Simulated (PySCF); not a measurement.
# AlH2Cl: electronic excitations at several levels of theory

How much do the electronic excitations of AlH2Cl (`[AlH2][Cl]`) depend on the level of theory, and what does each level cost?

Programs: PySCF 2.14.0, with density-fitted response routines of our own. Each step states its level of theory. These are calculated values for one molecule in the gas phase, unless marked as measured. Atoms count from 0, in the outputs and in this text.

## 1. The starting structure

4 atoms, charge 0, multiplicity 1; geometry from: GFN2-xTB. The atoms were then displaced at random by about 0.01 Å, so the start is not that level's minimum.

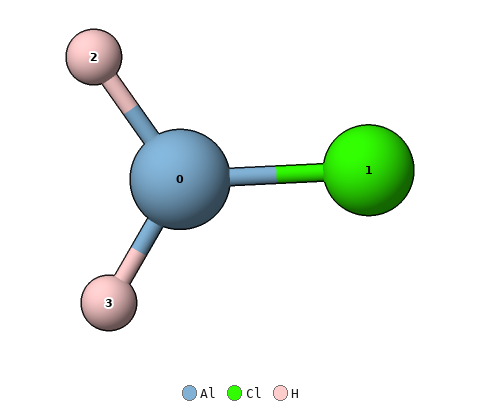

The starting geometry (aluminium light blue, chlorine green, hydrogen pink), atoms numbered; sticks join atoms by distance.

## 2. Optimising the geometry at PBE0-D3(BJ)/def2-SVP

The job: settings as JSON, then the geometry in Å.

```
{"job": {"xc": "PBE0", "basis": "def2-SVP", "d3": "d3bj", "grid": 1, "shake": 0.01, "kind": "geom"}, "charge": 0, "multiplicity": 1}
Al    -0.073410    -0.018380    -0.001220
Cl     1.910320    -0.124640    -0.012230
H     -0.843580     1.358250    -0.006950
H     -0.955330    -1.240610    -0.012610
```

Launch:

```console
$ OMP_NUM_THREADS=1 python probes_run.py task.json out
```

The driver reads the jobs from task.json and runs them one after another.

The log of the run:

```text
step   0  E = -703.38090629  max force = 0.048636
step   1  E = -703.38867850  max force = 0.005443
step   2  E = -703.38892764  max force = 0.001703
step   3  E = -703.38895127  max force = 0.000795
step   4  E = -703.38895341  max force = 0.000710
step   5  E = -703.38895906  max force = 0.000101
optimisation converged
```

It took 3.3 s on 1 thread of Arm Neoverse V1, shared host; peak memory 0.26 GiB.

The steps of the relaxation:

```
step  energy from step 0 (eV)  largest force component (eV/Å)
   0                   0.0000                          2.5010
   1                  -0.2115                          0.2799
   2                  -0.2183                          0.0876
   3                  -0.2189                          0.0409
   4                  -0.2190                          0.0365
   5                  -0.2191                          0.0052
```

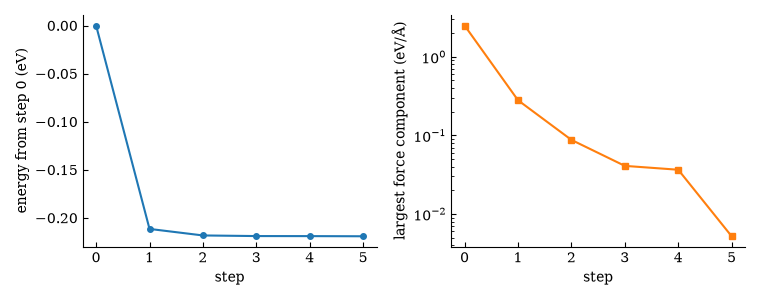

Energy and force, step by step.

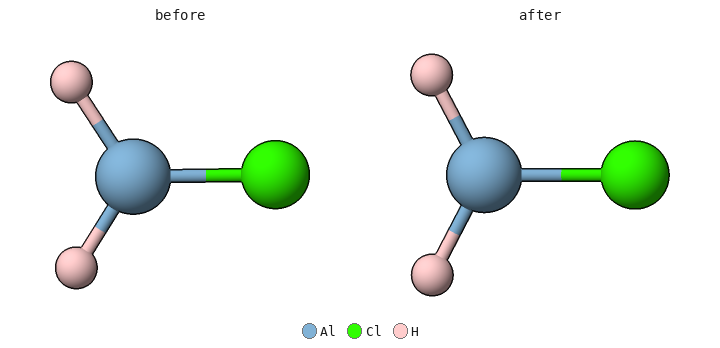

The geometry before (left) and after (right).

Close pairs (by a distance rule), those that changed most:

```
   bond  before (Å)  after (Å)  change (Å)
Al0–Cl1       1.987      2.107      +0.120
 Al0–H3       1.507      1.579      +0.072
 Al0–H2       1.577      1.580      +0.002
```

The end geometry stands in the next job.

```
                         at the end point                value
  point group (found at 0.08 Å tolerance)                  C2v
rotational constants (GHz, main isotopes)  127.8, 6.758, 6.419
                        dipole moment (D)                 1.25
```

## 3. Excited states and response: CAM-B3LYP/def2-SVPD

The job: settings as JSON, then the geometry in Å.

```
{"job": {"kind": "uv", "xc": "CAM-B3LYP", "basis": "def2-SVPD", "ip": true}, "charge": 0, "multiplicity": 1}
Al    -0.613453     0.004041     0.082524
Cl     1.488264    -0.138663     0.060030
H     -1.247336     1.450624     0.106403
H     -1.435525    -1.344246     0.070548
```

Method: TDDFT CAM-B3LYP/def2-SVPD, vertical, gas phase, core orbitals frozen in the response.

The log of the run:

```text
coarse grid: 4488 points
cycle   1  E = -703.5787906641  dE = -1.459e-01  |g| = 2.526e-01  |ddm| = 1.772e+00
cycle   2  E = -703.5902158502  dE = -1.143e-02  |g| = 2.033e-01  |ddm| = 6.318e-01
cycle   3  E = -703.6018813922  dE = -1.167e-02  |g| = 1.284e-02  |ddm| = 2.764e-01
cycle   4  E = -703.6019623426  dE = -8.095e-05  |g| = 3.036e-03  |ddm| = 3.864e-02
cycle   5  E = -703.6019666421  dE = -4.299e-06  |g| = 7.128e-04  |ddm| = 7.444e-03
final grid: 34384 points
cycle   6  E = -703.6820566589  dE = -1.836e-06  |g| = 9.365e-04  |ddm| = 7.979e-03
cycle   7  E = -703.6820567514  dE = -9.253e-08  |g| = 7.083e-04  |ddm| = 1.850e-03
cycle   8  E = -703.6820568790  dE = -1.275e-07  |g| = 3.487e-05  |ddm| = 8.736e-04
cycle   9  E = -703.6820568795  dE = -4.984e-10  |g| = 9.185e-06  |ddm| = 7.476e-05
converged SCF energy = -703.6820568795

Static polarisability (au): isotropic 42.041, principal 35.581 41.586 48.957

Singlet excitations
state   eV       nm        f      main configurations
  1   5.5183    224.7   0.00000   H->L 0.97
  2   6.9119    179.4   0.00000   H-2->L 0.96
  3   7.0783    175.2   0.04170   H-1->L 0.95
  4   7.1851    172.6   0.03112   H-3->L 0.98
  5   7.4034    167.5   0.03583   H->L+1 0.69, H->L+2 0.22
  6   8.2086    151.0   0.07899   H-1->L+1 0.81, H-1->L+2 0.14
  7   8.2344    150.6   0.07347   H->L+2 0.70, H->L+1 0.15
  8   8.4384    146.9   0.13543   H->L+3 0.65, H-2->L+1 0.22
  9   8.7269    142.1   0.01030   H-2->L+1 0.52, H->L+3 0.21, H->L+1 0.10
 10   9.0984    136.3   0.34637   H-3->L+1 0.72, H-3->L+2 0.16

Triplet excitations (Tamm-Dancoff, eV): 5.0997 6.4040 6.5491 6.6794
Vertical ionisation energy (delta-SCF) = 11.1519 eV
Vertical electron affinity (delta-SCF) = -0.0541 eV
```

Run time: 6 s. Hardware: 1 thread of Arm Neoverse V1, shared host; peak memory 0.31 GiB.

The orbitals next to the gap, with their largest atomic shares:

```
orbital      eV                        atoms
 HOMO−3  -11.50  Cl1 47 %, Al0 28 %, H2 13 %
 HOMO−2  -11.28  Cl1 58 %, Al0 21 %, H2 11 %
 HOMO−1  -10.94            Cl1 91 %, Al0 9 %
   HOMO   -9.99  Cl1 37 %, Al0 26 %, H3 18 %
   LUMO   -0.76  Al0 63 %, Cl1 16 %, H2 10 %
 LUMO+1    0.68   Al0 67 %, Cl1 23 %, H2 5 %
 LUMO+2    1.02   Al0 63 %, H2 13 %, H3 13 %
```

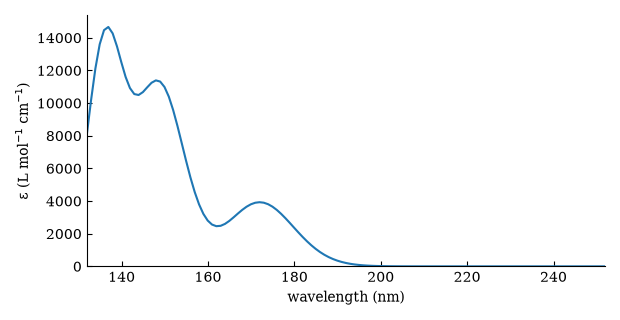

Absorption spectrum: each of the 10 states is a Gaussian band of 0.4 eV half-width at 1/e. Beyond the last state computed it falls off for lack of states.

Further results of this job:

```
           property  computed
  dipole moment (D)      1.44
polarisability (Å³)      6.23
 HOMO–LUMO gap (eV)      9.23
      −ε(HOMO) (eV)      9.99
```

## 4. TDDFT and polarisability: wB97X-D/def2-SVPD

The job: settings as JSON, then the geometry in Å.

```
{"job": {"kind": "uv", "xc": "wB97X-D", "basis": "def2-SVPD", "ip": true}, "charge": 0, "multiplicity": 1}
Al    -0.613453     0.004041     0.082524
Cl     1.488264    -0.138663     0.060030
H     -1.247336     1.450624     0.106403
H     -1.435525    -1.344246     0.070548
```

Method: TDDFT wB97X-D/def2-SVPD, vertical, gas phase, core orbitals frozen in the response.

The log of the run:

```text
coarse grid: 4488 points
cycle   1  E = -703.5481879459  dE = -1.612e-01  |g| = 2.589e-01  |ddm| = 1.755e+00
cycle   2  E = -703.5654276058  dE = -1.724e-02  |g| = 1.734e-01  |ddm| = 6.208e-01
cycle   3  E = -703.5737639948  dE = -8.336e-03  |g| = 1.465e-02  |ddm| = 2.401e-01
cycle   4  E = -703.5738986177  dE = -1.346e-04  |g| = 3.354e-03  |ddm| = 4.988e-02
cycle   5  E = -703.5739059291  dE = -7.311e-06  |g| = 6.718e-04  |ddm| = 1.041e-02
final grid: 34384 points
cycle   6  E = -703.6599339810  dE = -1.683e-05  |g| = 2.795e-03  |ddm| = 2.843e-02
cycle   7  E = -703.6599351906  dE = -1.210e-06  |g| = 1.646e-03  |ddm| = 6.671e-03
cycle   8  E = -703.6599358768  dE = -6.863e-07  |g| = 1.717e-04  |ddm| = 2.076e-03
cycle   9  E = -703.6599358882  dE = -1.135e-08  |g| = 3.534e-05  |ddm| = 4.454e-04
cycle  10  E = -703.6599358887  dE = -5.108e-10  |g| = 6.811e-06  |ddm| = 6.625e-05
converged SCF energy = -703.6599358887

Static polarisability (au): isotropic 41.992, principal 35.875 41.286 48.816

Singlet excitations
state   eV       nm        f      main configurations
  1   5.5729    222.5   0.00000   H->L 0.97
  2   6.9749    177.8   0.00000   H-2->L 0.96
  3   7.1348    173.8   0.03915   H-1->L 0.95
  4   7.2248    171.6   0.03784   H-3->L 0.98
  5   7.5083    165.1   0.03347   H->L+1 0.52, H->L+2 0.38
  6   8.3104    149.2   0.08437   H-1->L+1 0.69, H-1->L+2 0.26
  7   8.3384    148.7   0.06089   H->L+2 0.53, H->L+1 0.30, H-2->L+2 0.08
  8   8.5259    145.4   0.18020   H->L+3 0.67, H-2->L+1 0.17, H-2->L+2 0.10
  9   8.8100    140.7   0.00863   H-2->L+1 0.47, H->L+3 0.19, H-2->L+2 0.15
 10   9.1939    134.9   0.36407   H-3->L+1 0.56, H-3->L+2 0.30

Triplet excitations (Tamm-Dancoff, eV): 5.2537 6.5839 6.7235 6.8024
Vertical ionisation energy (delta-SCF) = 11.1463 eV
```

It took 4.5 s on 1 thread of Arm Neoverse V1, shared host; peak memory 0.31 GiB.

In short: HOMO -10.50 eV, LUMO 0.02 eV; lowest singlet 5.57 eV.

## 5. Ultraviolet spectrum: LC-wPBE/def2-SVPD

The job: settings as JSON, then the geometry in Å.

```
{"job": {"kind": "uv", "xc": "LC-wPBE", "basis": "def2-SVPD", "ip": true}, "charge": 0, "multiplicity": 1}
Al    -0.613453     0.004041     0.082524
Cl     1.488264    -0.138663     0.060030
H     -1.247336     1.450624     0.106403
H     -1.435525    -1.344246     0.070548
```

Level: TDDFT LC-wPBE/def2-SVPD, vertical, gas phase, core orbitals frozen in the response.

The log of the run:

```text
coarse grid: 4488 points
cycle   1  E = -703.3169568371  dE = -1.866e-01  |g| = 2.635e-01  |ddm| = 1.753e+00
cycle   2  E = -703.3388510019  dE = -2.189e-02  |g| = 1.462e-01  |ddm| = 5.874e-01
cycle   3  E = -703.3446954849  dE = -5.844e-03  |g| = 1.783e-02  |ddm| = 2.101e-01
cycle   4  E = -703.3449043674  dE = -2.089e-04  |g| = 3.783e-03  |ddm| = 6.070e-02
cycle   5  E = -703.3449137819  dE = -9.414e-06  |g| = 7.946e-04  |ddm| = 1.210e-02
final grid: 34384 points
cycle   6  E = -703.4552090904  dE = -6.152e-06  |g| = 6.678e-04  |ddm| = 1.370e-02
cycle   7  E = -703.4552092138  dE = -1.234e-07  |g| = 1.226e-04  |ddm| = 1.426e-03
cycle   8  E = -703.4552092211  dE = -7.280e-09  |g| = 3.386e-05  |ddm| = 4.781e-04
cycle   9  E = -703.4552092220  dE = -9.294e-10  |g| = 8.231e-06  |ddm| = 1.433e-04
converged SCF energy = -703.4552092220

Static polarisability (au): isotropic 40.865, principal 35.066 40.184 47.344

Singlet excitations
state   eV       nm        f      main configurations
  1   5.8250    212.8   0.00000   H->L 0.93
  2   7.4919    165.5   0.00000   H-2->L 0.90
  3   7.5770    163.6   0.04726   H-3->L 0.96
  4   7.6704    161.6   0.03954   H-1->L 0.92
  5   7.8534    157.9   0.02629   H->L+2 0.76, H->L+1 0.13
  6   8.7474    141.7   0.09094   H-1->L+2 0.60, H-1->L+1 0.28
  7   8.7637    141.5   0.11991   H->L+1 0.52, H->L+3 0.17, H->L+2 0.15
  8   8.9286    138.9   0.23084   H->L+3 0.63, H-2->L+2 0.18, H->L+1 0.09
  9   9.2859    133.5   0.00035   H-2->L+2 0.38, H-2->L+1 0.22, H->L+1 0.19
 10   9.6472    128.5   0.49518   H-3->L+2 0.64, H-3->L+1 0.19

Triplet excitations (Tamm-Dancoff, eV): 5.2591 6.6988 6.9251 7.0399
Vertical ionisation energy (delta-SCF) = 11.4698 eV
```

It took 6.2 s on 1 thread of Arm Neoverse V1, shared host; peak memory 0.31 GiB.

Key values: HOMO -11.39 eV, LUMO 0.36 eV; lowest singlet 5.83 eV.

## 6. Excited states and response: PBE0/6-31G*

The job: settings as JSON, then the geometry in Å.

```
{"job": {"kind": "uv", "xc": "PBE0", "basis": "6-31G*"}, "charge": 0, "multiplicity": 1}
Al    -0.613453     0.004041     0.082524
Cl     1.488264    -0.138663     0.060030
H     -1.247336     1.450624     0.106403
H     -1.435525    -1.344246     0.070548
```

With the program's defaults for keys left out, this is: TDDFT PBE0/6-31G*, vertical, gas phase, core orbitals frozen in the response.

The log of the run:

```text
coarse grid: 4488 points
cycle   1  E = -703.5740370579  dE = -9.420e-02  |g| = 2.474e-01  |ddm| = 1.622e+00
cycle   2  E = -703.5728636192  dE =  1.173e-03  |g| = 2.629e-01  |ddm| = 7.200e-01
cycle   3  E = -703.5962138696  dE = -2.335e-02  |g| = 1.371e-02  |ddm| = 3.793e-01
cycle   4  E = -703.5962937444  dE = -7.987e-05  |g| = 2.322e-03  |ddm| = 2.566e-02
cycle   5  E = -703.5962957147  dE = -1.970e-06  |g| = 1.994e-04  |ddm| = 3.487e-03
final grid: 34384 points
cycle   6  E = -703.5715602657  dE = -1.396e-06  |g| = 1.028e-03  |ddm| = 5.352e-03
cycle   7  E = -703.5715603061  dE = -4.043e-08  |g| = 9.751e-04  |ddm| = 2.879e-03
cycle   8  E = -703.5715606164  dE = -3.103e-07  |g| = 6.743e-05  |ddm| = 1.405e-03
cycle   9  E = -703.5715606181  dE = -1.635e-09  |g| = 1.097e-05  |ddm| = 1.192e-04
cycle  10  E = -703.5715606181  dE = -3.467e-11  |g| = 1.609e-06  |ddm| = 1.215e-05
converged SCF energy = -703.5715606181

Static polarisability (au): isotropic 31.103, principal 22.317 29.874 41.119

Singlet excitations
state   eV       nm        f      main configurations
  1   5.3970    229.7   0.00000   H->L 0.99
  2   6.6106    187.6   0.00000   H-2->L 0.99
  3   6.7146    184.6   0.04895   H-1->L 0.96
  4   6.9415    178.6   0.02809   H-3->L 0.99
  5   7.3899    167.8   0.03233   H->L+1 0.95
  6   8.1272    152.6   0.06548   H-1->L+1 0.98
  7   8.5445    145.1   0.02926   H-2->L+1 0.93
  8   9.1990    134.8   0.40179   H-3->L+1 0.87, H->L+3 0.11
  9   9.2374    134.2   0.05474   H->L+2 0.81, H-2->L+2 0.09
 10   9.6959    127.9   0.05743   H-1->L+2 0.79, H-4->L 0.19

Triplet excitations (Tamm-Dancoff, eV): 5.0472 6.0066 6.3473 6.3881
```

Run time: 0.97 s. Hardware: 1 thread of Arm Neoverse V1, shared host; peak memory 0.31 GiB.

In short: HOMO -8.56 eV, LUMO -1.68 eV; lowest singlet 5.40 eV.

## 7. Excited states and response: PBE0/def2-SVP

The job: settings as JSON, then the geometry in Å.

```
{"job": {"kind": "uv", "xc": "PBE0", "basis": "def2-SVP"}, "charge": 0, "multiplicity": 1}
Al    -0.613453     0.004041     0.082524
Cl     1.488264    -0.138663     0.060030
H     -1.247336     1.450624     0.106403
H     -1.435525    -1.344246     0.070548
```

With the program's defaults for keys left out, this is: TDDFT PBE0/def2-SVP, vertical, gas phase, core orbitals frozen in the response.

The log of the run:

```text
coarse grid: 4488 points
cycle   1  E = -703.2880354686  dE = -1.179e-01  |g| = 2.498e-01  |ddm| = 1.760e+00
cycle   2  E = -703.2882648579  dE = -2.294e-04  |g| = 2.579e-01  |ddm| = 7.062e-01
cycle   3  E = -703.3086253744  dE = -2.036e-02  |g| = 1.686e-02  |ddm| = 3.831e-01
cycle   4  E = -703.3087330063  dE = -1.076e-04  |g| = 2.714e-03  |ddm| = 2.934e-02
cycle   5  E = -703.3087353693  dE = -2.363e-06  |g| = 4.119e-04  |ddm| = 3.710e-03
final grid: 34384 points
cycle   6  E = -703.3871807153  dE = -2.278e-06  |g| = 1.094e-03  |ddm| = 4.751e-03
cycle   7  E = -703.3871807127  dE =  2.619e-09  |g| = 1.090e-03  |ddm| = 3.049e-03
cycle   8  E = -703.3871810562  dE = -3.436e-07  |g| = 4.616e-05  |ddm| = 1.538e-03
cycle   9  E = -703.3871810569  dE = -7.060e-10  |g| = 1.317e-05  |ddm| = 7.736e-05
converged SCF energy = -703.3871810569

Static polarisability (au): isotropic 31.854, principal 22.863 32.047 40.652

Singlet excitations
state   eV       nm        f      main configurations
  1   5.3989    229.6   0.00000   H->L 1.00
  2   6.6299    187.0   0.00000   H-2->L 1.00
  3   6.7687    183.2   0.04471   H-1->L 0.96
  4   6.9523    178.3   0.03180   H-3->L 0.99
  5   7.5764    163.6   0.02896   H->L+1 0.86, H->L+2 0.11
  6   8.2675    150.0   0.05647   H-1->L+1 0.97
  7   8.6423    143.5   0.06005   H-2->L+1 0.68, H->L+2 0.31
  8   8.9919    137.9   0.06246   H->L+2 0.53, H-2->L+1 0.27, H->L+1 0.10
  9   9.3290    132.9   0.19292   H-3->L+1 0.81, H->L+4 0.18
 10   9.4847    130.7   0.00014   H-1->L+2 0.99

Triplet excitations (Tamm-Dancoff, eV): 5.0427 6.0006 6.3632 6.3840
```

Wall time 0.99 s (1 thread of Arm Neoverse V1, shared host); peak memory 0.31 GiB.

This run: HOMO -8.49 eV, LUMO -1.58 eV; lowest singlet 5.40 eV.

## 8. Excited states and response: PBE0/def2-TZVP

The job: settings as JSON, then the geometry in Å.

```
{"job": {"kind": "uv", "xc": "PBE0", "basis": "def2-TZVP"}, "charge": 0, "multiplicity": 1}
Al    -0.613453     0.004041     0.082524
Cl     1.488264    -0.138663     0.060030
H     -1.247336     1.450624     0.106403
H     -1.435525    -1.344246     0.070548
```

With the program's defaults for keys left out, this is: TDDFT PBE0/def2-TZVP, vertical, gas phase, core orbitals frozen in the response.

The log of the run:

```text
coarse grid: 4488 points
cycle   1  E = -703.6121503589  dE = -1.067e-01  |g| = 2.561e-01  |ddm| = 1.497e+00
cycle   2  E = -703.6115848881  dE =  5.655e-04  |g| = 2.828e-01  |ddm| = 4.972e-01
cycle   3  E = -703.6315026370  dE = -1.992e-02  |g| = 2.530e-02  |ddm| = 2.521e-01
cycle   4  E = -703.6316126759  dE = -1.100e-04  |g| = 6.872e-03  |ddm| = 1.934e-02
cycle   5  E = -703.6316228874  dE = -1.021e-05  |g| = 1.672e-03  |ddm| = 5.481e-03
cycle   6  E = -703.6316236302  dE = -7.429e-07  |g| = 4.313e-04  |ddm| = 1.518e-03
final grid: 34384 points
cycle   7  E = -703.6320037606  dE = -5.656e-06  |g| = 2.576e-03  |ddm| = 5.827e-03
cycle   8  E = -703.6320037749  dE = -1.428e-08  |g| = 2.168e-03  |ddm| = 3.375e-03
cycle   9  E = -703.6320046106  dE = -8.358e-07  |g| = 2.355e-04  |ddm| = 1.846e-03
cycle  10  E = -703.6320046272  dE = -1.654e-08  |g| = 4.228e-05  |ddm| = 2.230e-04
cycle  11  E = -703.6320046276  dE = -4.441e-10  |g| = 6.402e-06  |ddm| = 3.591e-05
converged SCF energy = -703.6320046276

Static polarisability (au): isotropic 38.234, principal 31.113 37.397 46.193

Singlet excitations
state   eV       nm        f      main configurations
  1   5.4233    228.6   0.00000   H->L 0.99
  2   6.6473    186.5   0.00000   H-2->L 0.99
  3   6.7614    183.4   0.03572   H-1->L 0.97
  4   6.9470    178.5   0.02769   H-3->L 0.99
  5   7.3943    167.7   0.03705   H->L+1 0.89, H->L+2 0.09
  6   8.1382    152.3   0.06116   H-1->L+1 0.98
  7   8.4175    147.3   0.05519   H-2->L+1 0.66, H->L+2 0.33
  8   8.6917    142.6   0.08381   H->L+2 0.53, H-2->L+1 0.32
  9   9.0224    137.4   0.23277   H-3->L+1 0.81, H->L+3 0.17
 10   9.2817    133.6   0.00120   H-1->L+2 0.99

Triplet excitations (Tamm-Dancoff, eV): 4.9989 6.0874 6.3174 6.3898
```

Wall time 2.1 s (1 thread of Arm Neoverse V1, shared host); peak memory 0.33 GiB.

Key values: HOMO -8.58 eV, LUMO -1.65 eV; lowest singlet 5.42 eV.

## 9. TDDFT and polarisability: PBE0/aug-cc-pVDZ

The job: settings as JSON, then the geometry in Å.

```
{"job": {"kind": "uv", "xc": "PBE0", "basis": "aug-cc-pVDZ"}, "charge": 0, "multiplicity": 1}
Al    -0.613453     0.004041     0.082524
Cl     1.488264    -0.138663     0.060030
H     -1.247336     1.450624     0.106403
H     -1.435525    -1.344246     0.070548
```

Method: TDDFT PBE0/aug-cc-pVDZ, vertical, gas phase, core orbitals frozen in the response.

The log of the run:

```text
coarse grid: 4488 points
cycle   1  E = -703.5813979862  dE = -8.167e-02  |g| = 2.384e-01  |ddm| = 3.548e+00
cycle   2  E = -703.5803416291  dE =  1.056e-03  |g| = 2.559e-01  |ddm| = 1.462e+00
cycle   3  E = -703.6011590281  dE = -2.082e-02  |g| = 1.731e-02  |ddm| = 6.690e-01
cycle   4  E = -703.6012735044  dE = -1.145e-04  |g| = 3.246e-03  |ddm| = 5.198e-02
cycle   5  E = -703.6012767580  dE = -3.254e-06  |g| = 7.888e-04  |ddm| = 7.786e-03
final grid: 34384 points
cycle   6  E = -703.6134118594  dE = -1.320e-06  |g| = 9.109e-04  |ddm| = 1.602e-02
cycle   7  E = -703.6134118350  dE =  2.440e-08  |g| = 9.520e-04  |ddm| = 4.197e-03
cycle   8  E = -703.6134121213  dE = -2.864e-07  |g| = 4.041e-05  |ddm| = 2.232e-03
cycle   9  E = -703.6134121219  dE = -6.216e-10  |g| = 5.095e-06  |ddm| = 2.340e-04
converged SCF energy = -703.6134121219

Static polarisability (au): isotropic 42.255, principal 35.185 41.556 50.025

Singlet excitations
state   eV       nm        f      main configurations
  1   5.3415    232.1   0.00000   H->L 0.99
  2   6.6113    187.5   0.00000   H-2->L 0.99
  3   6.7062    184.9   0.04093   H-1->L 0.96
  4   6.9282    179.0   0.02720   H-3->L 0.98
  5   7.1282    173.9   0.03708   H->L+1 0.93
  6   7.9027    156.9   0.05352   H->L+2 0.77, H->L+3 0.20
  7   7.9283    156.4   0.07228   H-1->L+1 0.95
  8   8.1484    152.2   0.11177   H->L+3 0.60, H-2->L+1 0.24, H->L+2 0.10
  9   8.3647    148.2   0.00788   H-2->L+1 0.70, H->L+3 0.15, H->L+2 0.09
 10   8.3781    148.0   0.04674   H->L+4 0.94

Triplet excitations (Tamm-Dancoff, eV): 4.9101 6.0336 6.2719 6.3490
```

Run time: 1.7 s. Hardware: 1 thread of Arm Neoverse V1, shared host; peak memory 0.33 GiB.

Key values: HOMO -8.58 eV, LUMO -1.76 eV; lowest singlet 5.34 eV.

(Part 1 of 2 ends here.)
